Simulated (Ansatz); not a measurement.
# A computed series for hypothetical P6_3/mmc PbI2: thickness series

Consider PbI2 in the 2H-MoS2 type structure (space group P6_3/mmc, No. 194; a = 4.2728 Å, c = 14.3615 Å; a hypothetical phase, not in the database extracts checked).

Free-standing slabs (3 atom(s) a layer) normal to the stacking axis with 15 Å of vacuum; in-plane cell relaxed.

Method: PBEsol-D3(BJ) (Ansatz, a quantum-chemistry and plane-wave program, PAW, no spin-orbit coupling).

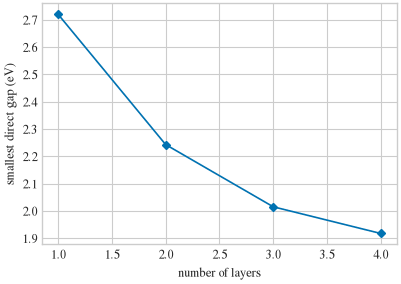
Figure. Smallest direct gap against number of layers

| number of layers | smallest direct gap |
|---|---|
| 1 | 2.72 eV |
| 2 | 2.24 eV |
| 3 | 2.02 eV |
| 4 | 1.92 eV |

Spin-orbit coupling, missing from the scalar runs, can matter with I and Pb. No phonon test of stability was made.
